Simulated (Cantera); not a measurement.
Charge: 1 mol Si, 3.9 mol HCl, 4.3 mol H2, at 0.200 bar.

Cantera equilibrium calculation (NASA polynomials, part measured and part estimated; ideal gas, pure solids and liquids). Candidate condensed phases: Si; 19 gas species. The tables' values for SiCl3 are old estimates; treat these amounts as uncertain. Rates play no part.

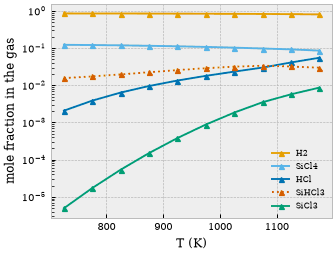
Figure. Equilibrium gas composition (values under 1e-9 drawn at 1e-9)

From 725 K to 1075 K nothing is condensed. From 1125 K to 1175 K the condensed part is Si(s). The main Si-bearing gas is SiCl4 throughout.
